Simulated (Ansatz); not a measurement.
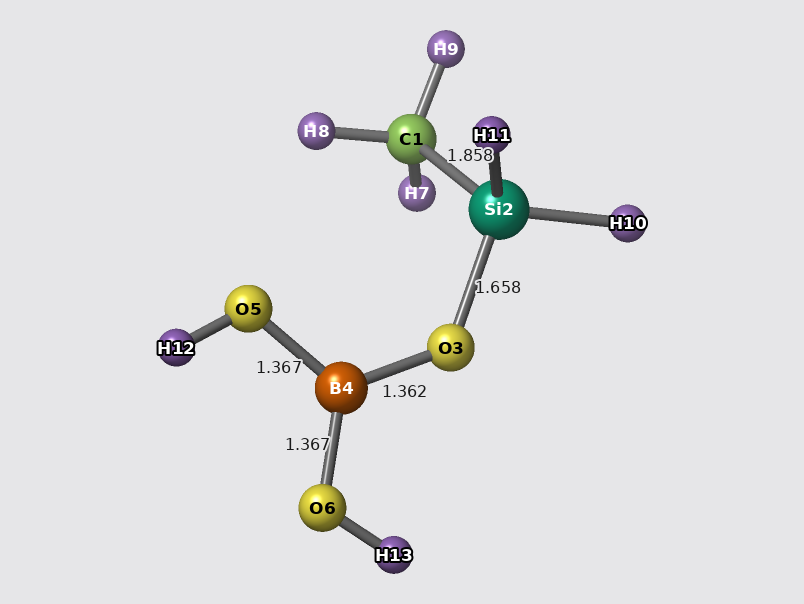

The numbers beside the sticks are distances in Å. Sticks don't show bond order. The geometry was computed by an optimisation with PBE0-D4/def2-TZVP. No frequency run is at hand to confirm it as a minimum.

Q: Which of the marked bonds are single, double, triple or aromatic?

A: C1–Si2 single; Si2–O3 single; O3–B4 single; B4–O5 single; B4–O6 single.

Q: Give the structure as SMILES.

A: C[SiH2]OB(O)O
